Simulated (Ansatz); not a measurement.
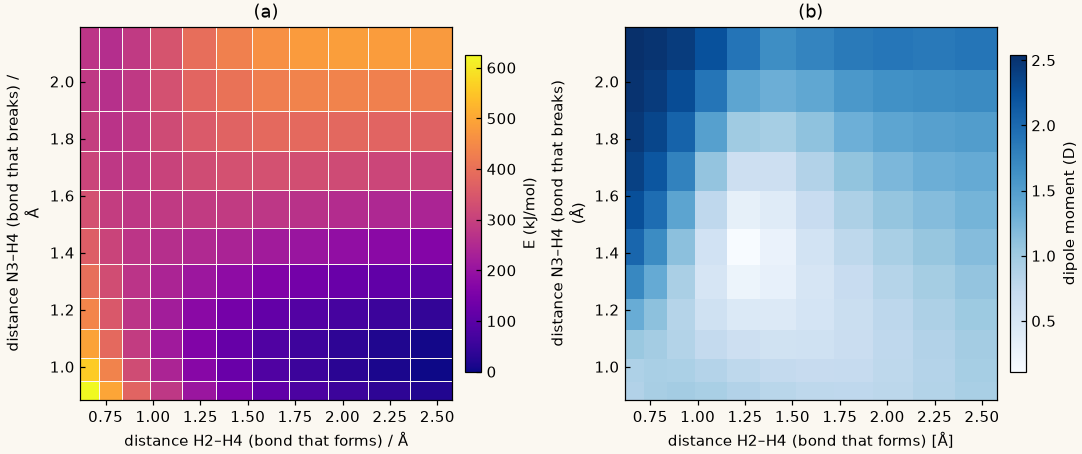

The reacting system AlH4N (fragments AlH₄N where the first distance is long, AlH₂N + H₂ where the second is long). Coordinates scanned: (1) distance H2–H4 (bond that forms); (2) distance N3–H4 (bond that breaks). Relaxed at each point: all other coordinates. The scan uses an 11 × 11 grid. Points are written as (first, second). Energies: kJ/mol, counted from the lowest grid point. The restricted reference is unstable at some or all points, so the energies there are unreliable. The calculation used RHF-MP2, frozen core/def2-TZVP in Ansatz 0.2.0.

Panel (a) is the energy; panel (b) is the computed dipole moment, in D.

Drawn: one coloured cell a grid point.

Q: How does the dipole moment vary over the map, and what is it at the lowest grid point?

A: Leaving out the highest fifth of the energies, it runs from 0.11 D at (1.239 Å, 1.423 Å) to 2.54 D at (0.666 Å, 2.118 Å). At the lowest grid point, (2.466 Å, 0.985 Å), it is 0.96 D. That point lies on the edge of the scan.

```tsv
second ↓, first →	0.666	0.767	0.907	1.066	1.239	1.423	1.617	1.819	2.028	2.244	2.466
2.118	2.54	2.50	2.42	2.23	1.90	1.67	1.75	1.86	1.88	1.87	1.89
1.970	2.51	2.43	2.28	1.89	1.42	1.32	1.41	1.56	1.64	1.66	1.69
1.826	2.46	2.33	2.06	1.48	1.01	0.96	1.11	1.31	1.42	1.48	1.51
1.686	2.38	2.18	1.77	1.08	0.64	0.64	0.88	1.10	1.23	1.32	1.37
1.552	2.25	1.97	1.44	0.77	0.32	0.41	0.69	0.92	1.07	1.17	1.26
1.423	2.03	1.68	1.13	0.58	0.11	0.27	0.57	0.78	0.94	1.06	1.17
1.300	1.72	1.37	0.93	0.53	0.25	0.32	0.52	0.70	0.84	0.97	1.09
1.184	1.35	1.12	0.85	0.61	0.46	0.45	0.54	0.67	0.79	0.91	1.02
1.078	1.05	0.98	0.87	0.73	0.63	0.59	0.61	0.68	0.77	0.87	0.98
0.985	0.90	0.94	0.92	0.86	0.78	0.73	0.71	0.73	0.78	0.86	0.96
0.918	0.88	0.95	0.98	0.94	0.88	0.82	0.78	0.77	0.80	0.86	0.94
```
